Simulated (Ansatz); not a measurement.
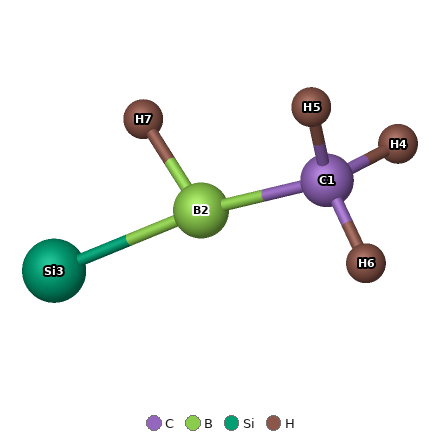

The system is CH4BSi, spin multiplicity 2; the picture shows the reference structure. Coordinates scanned: (1) bond length C1–B2; (2) dihedral H4–C1–B2–H7. Nothing is relaxed (all other coordinates rigid). The scan uses a 15 × 15 grid. Points are written as (first, second). Energies are in kJ/mol, from the lowest grid point. Level of theory: UHF/def2-TZVP (Ansatz).

Its coordinates:

```xyz
7

C    -0.6026    0.5845   -0.2071
B     0.4065   -0.5905   -0.0223
Si    1.4913   -2.0990   -0.0253
H    -1.2264    0.6905    0.6769
H    -0.0709    1.5244   -0.3322
H    -1.2484    0.4414   -1.0648
H     1.2505   -0.5513    0.9748
```

Range: bond length C1–B2 from 1.279 to 2.340 Å; dihedral H4–C1–B2–H7 from −149.0 to 31.0°.

What landscape does the calculation give?

Answer. The lowest grid point is at (1.582 Å, −59.0°). The energy also falls towards the edge at (1.582 Å, −149.0°) (2.3 kJ/mol above the lowest) and (1.582 Å, 31.0°) (2.3 kJ/mol above the lowest), where a further well may lie outside the range. The highest grid point, (2.340 Å, 5.3°), lies 270 kJ/mol above the lowest.

```csv
"dihedral H4–C1–B2–H7 ↓, bond length C1–B2 →",1.279,1.355,1.431,1.506,1.582,1.658,1.734,1.809,1.885,1.961,2.037,2.112,2.188,2.264,2.340
31.0,166,79,29,6,2,12,30,55,84,115,148,181,214,245,270
18.1,168,81,31,8,3,12,31,55,84,115,148,181,214,245,270
5.3,170,81,31,8,4,13,31,55,84,115,148,181,214,245,270
−7.6,169,81,31,8,3,12,31,55,84,115,148,181,214,245,270
−20.4,166,79,29,7,2,12,30,55,84,115,148,181,214,245,270
−33.3,163,77,27,5,1,11,30,54,83,115,148,181,214,244,270
−46.1,161,74,26,4,0,10,29,54,83,114,147,180,214,244,270
−59.0,160,74,25,3,0,10,29,54,83,114,147,180,213,244,270
−71.9,161,75,26,4,0,10,29,54,83,114,147,180,214,244,270
−84.7,163,77,27,5,1,11,30,54,83,115,148,181,214,244,270
−97.6,166,79,29,7,2,12,30,55,84,115,148,181,214,245,270
−110.4,169,81,31,8,3,12,31,55,84,115,148,181,214,245,270
−123.3,170,81,31,8,4,13,31,55,84,115,148,181,214,245,270
−136.1,168,80,30,8,3,12,31,55,84,115,148,181,214,245,270
−149.0,166,79,29,6,2,12,30,55,84,115,148,181,214,245,270
```

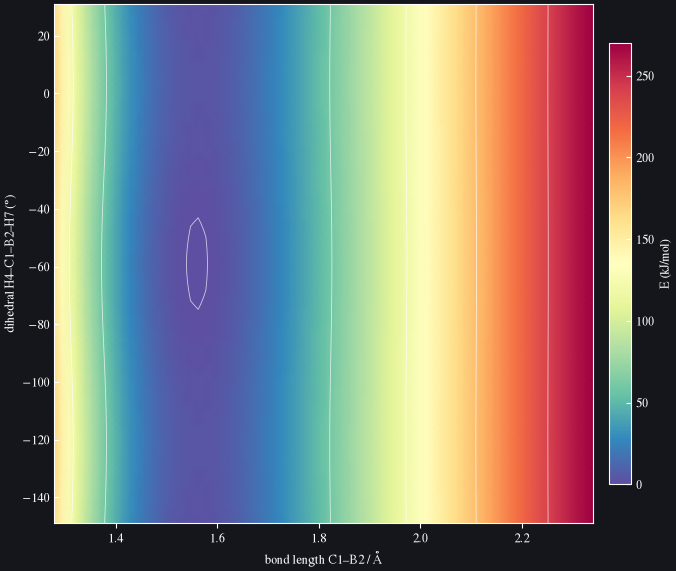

In the figure: a smooth colour map with a few white contour lines. Between grid points the surface is interpolated.

Each point was launched as `ansatz run input.yaml --threads 1 --pin off --max-ram 2560MiB --backend cpu --events-out ev --progress --plain --runs-dir out`. Time for the 225 points that were run: 26 min on 1 thread of Arm Neoverse V2, on a shared host.
